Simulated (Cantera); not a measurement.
Input: 1 mol Si, a varied amount of F₂, 60 mol N₂, held at 875 K and 1330 Pa.

Equilibrium computed with Cantera from the NASA thermochemical tables; the gas is ideal and each condensed phase is pure. Candidate condensed phases: Si, Si₃N₄; 16 gas species. N₂ is the only nitrogen source here; it is nearly inert below about 1500 K, so the nitride shown seldom forms there in practice. Kinetics and transport are ignored.

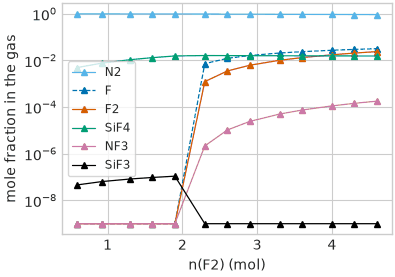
Fig. 1. Equilibrium gas composition (values under 1e-9 drawn at 1e-9)

From 0.59 mol F₂ to 1.9 mol F₂ the condensed part is Si₃N₄(s). From 2.3 mol F₂ to 4.6 mol F₂ nothing is condensed. The main Si-bearing gas is SiF₄ throughout.
